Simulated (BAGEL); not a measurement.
# [BF4]− (tetrafluoroborate): HF/aug-cc-pVDZ (density fitting with qzvpp-jkfit)

What is the energy change on altering one bond length of [BF4]− (tetrafluoroborate) at HF/aug-cc-pVDZ (density fitting with qzvpp-jkfit)? 

Program for the calculation: BAGEL 1.2.2.

2 further runs of the same task are left out: 2 that didn't finish. Runs told in other sessions of the task aren't counted.

## Step 1: The molecule

[BF4]− has 5 atoms, charge -1, and is taken as a singlet. SMILES: `F[B-](F)(F)F`. The shape is that of a PBE0-D4/def2-TZVPD optimisation.

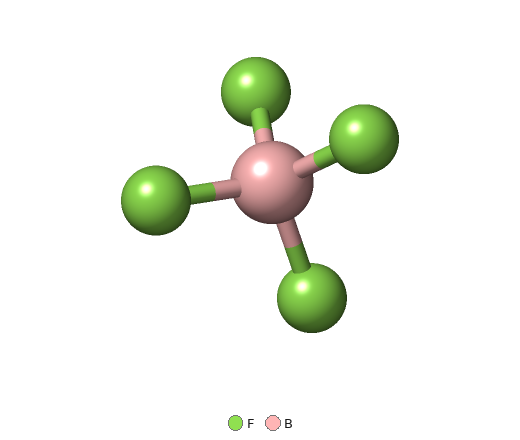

Viewed from a chosen angle; fluorine green, boron pink.

## Step 2: The energy at HF/aug-cc-pVDZ (density fitting with qzvpp-jkfit)

Input file calc.json:

```json
{ "bagel": [

{
  "title": "molecule",
  "basis": "aug-cc-pvdz.json",
  "df_basis": "qzvpp-jkfit",
  "angstrom": true,
  "geometry": [
    { "atom": "F", "xyz": [   -0.057100,   -0.040200,    1.404000 ] },
    { "atom": "B", "xyz": [    0.000000,    0.000000,    0.000100 ] },
    { "atom": "F", "xyz": [    0.948900,   -0.931000,   -0.457200 ] },
    { "atom": "F", "xyz": [   -1.262500,   -0.319100,   -0.529700 ] },
    { "atom": "F", "xyz": [    0.370700,    1.290300,   -0.417200 ] }
  ]
},
{ "title": "hf", "charge": -1 },
{ "title": "print", "file": "orbitals.molden", "orbitals": true }

]}
```

The basis set aug-cc-pVDZ is read from a file made from the Basis Set Exchange's data (not shown).

Started as:

```bash
$ BAGEL_NUM_THREADS=1 BAGEL calc.json > calc.out
```

Output:

```text
* using 1 threads per process

  ===============================================================
  ===============================================================

  *** Geometry ***

  { "atom" : "F", "xyz" : [     -0.107903,     -0.075967,      2.653175 ] },
  { "atom" : "B", "xyz" : [      0.000000,      0.000000,      0.000189 ] },
  { "atom" : "F", "xyz" : [      1.793161,     -1.759335,     -0.863983 ] },
  { "atom" : "F", "xyz" : [     -2.385779,     -0.603012,     -1.000988 ] },
  { "atom" : "F", "xyz" : [      0.700521,      2.438314,     -0.788394 ] },

  Number of auxiliary basis functions:      383

  Since a DF basis is specified, we compute 2- and 3-index integrals:
    o Being stored without compression. Storage requirement is 0.041 GB

  Number of basis functions:      115
  Number of electrons      :       41

    * METHOD: MOLECULE                             0.13

  *** RHF ***

  === Nuclear Repulsion ===
   179.7866690649

      * DIIS with orbital gradients will be used.

  === RHF iteration (aug-cc-pvdz.json) ===
      0       -422.28811625          0.01917166           0.05
      1       -422.62509740          0.01305572           0.05
      2       -422.78155581          0.00108707           0.05
      3       -422.78246455          0.00027398           0.05
      4       -422.78250862          0.00002711           0.05
      5       -422.78250933          0.00000477           0.05
      6       -422.78250935          0.00000079           0.05
      7       -422.78250935          0.00000017           0.05
      8       -422.78250935          0.00000007           0.05
      9       -422.78250935          0.00000002           0.05
     10       -422.78250935          0.00000000           0.05
    * SCF iteration converged.

    * Permanent dipole moment:
           (   -0.000023,     0.000047,    -0.000551) a.u.

    * METHOD: HF                                   0.67

    * METHOD: PRINT                                0.01

  ===============================================================
```

Run time: 0.97 s. Hardware: 1 thread of Intel Xeon 6975P-C (Granite Rapids), shared host; peak memory 0.12 GiB.

## Step 3: The distorted shape

Input file input.json:

```json
{ "bagel": [

{
  "title": "molecule",
  "basis": "aug-cc-pvdz.json",
  "df_basis": "qzvpp-jkfit",
  "angstrom": "true",
  "geometry": [
    { "atom": "F", "xyz": [   -0.085652,   -0.060301,    2.105996 ] },
    { "atom": "B", "xyz": [    0.000000,    0.000000,    0.000100 ] },
    { "atom": "F", "xyz": [    0.948900,   -0.931000,   -0.457200 ] },
    { "atom": "F", "xyz": [   -1.262500,   -0.319100,   -0.529700 ] },
    { "atom": "F", "xyz": [    0.370700,    1.290300,   -0.417200 ] }
  ]
},
{
  "title": "hf",
  "charge": -1
},
{
  "title": "print",
  "file": "orbitals.molden",
  "orbitals": "true"
}

]}
```

The basis set aug-cc-pVDZ is read from a file made from the Basis Set Exchange's data (not shown).

Started as:

```bash
$ BAGEL_NUM_THREADS=1 BAGEL input.json > input.out
```

Output:

```text
* using 1 threads per process

  ===============================================================
  ===============================================================

  *** Geometry ***

  { "atom" : "F", "xyz" : [     -0.161859,     -0.113952,      3.979756 ] },
  { "atom" : "B", "xyz" : [      0.000000,      0.000000,      0.000189 ] },
  { "atom" : "F", "xyz" : [      1.793161,     -1.759335,     -0.863983 ] },
  { "atom" : "F", "xyz" : [     -2.385779,     -0.603012,     -1.000988 ] },
  { "atom" : "F", "xyz" : [      0.700521,      2.438314,     -0.788394 ] },

  Number of auxiliary basis functions:      383

  Since a DF basis is specified, we compute 2- and 3-index integrals:
    o Being stored without compression. Storage requirement is 0.041 GB

  Number of basis functions:      115
  Number of electrons      :       41

    * METHOD: MOLECULE                             0.13

  *** RHF ***

  === Nuclear Repulsion ===
   162.4951898607

      * DIIS with orbital gradients will be used.

  === RHF iteration (aug-cc-pvdz.json) ===
      0       -422.15285375          0.02025259           0.07
      1       -422.44617104          0.01676065           0.07
      2       -422.69182765          0.00171133           0.06
      3       -422.69375755          0.00072247           0.07
      4       -422.69431781          0.00016243           0.07
      5       -422.69434328          0.00001998           0.06
      6       -422.69434388          0.00000678           0.07
      7       -422.69434399          0.00000254           0.07
      8       -422.69434401          0.00000072           0.05
      9       -422.69434401          0.00000023           0.07
     10       -422.69434401          0.00000006           0.07
     11       -422.69434401          0.00000002           0.06
     12       -422.69434401          0.00000001           0.07
    * SCF iteration converged.

    * Permanent dipole moment:
           (   -0.058698,    -0.041256,     1.442030) a.u.

    * METHOD: HF                                   0.98

    * METHOD: PRINT                                0.01

  ===============================================================
```

Wall time 1.3 s (1 thread of Intel Xeon 6975P-C (Granite Rapids), shared host); peak memory 0.12 GiB.

## Step 4: Outcome

At HF/aug-cc-pVDZ (density fitting with qzvpp-jkfit):

| quantity | value |
| --- | --- |
| first shape: total energy | -422.78251 Eh |
| first shape: HOMO energy | -10.36 eV |
| first shape: LUMO energy | 5.00 eV |
| first shape: HOMO–LUMO gap (to an unbound level, set by the basis) | 15.36 eV |
| distorted shape: total energy | -422.69434 Eh |
| distorted shape: HOMO energy | -8.52 eV |
| distorted shape: LUMO energy | 4.90 eV |
| distorted shape: HOMO–LUMO gap (to an unbound level, set by the basis) | 13.42 eV |
| energy change with the F1–B2 bond stretched from 1.406 to 2.108 Å | 2.399 eV |

What this shows: With the F1–B2 bond stretched from 1.406 to 2.108 Å the energy rises by 2.40 eV (55 kcal/mol). The first shape isn't relaxed at this level, so the change isn't measured from a minimum.
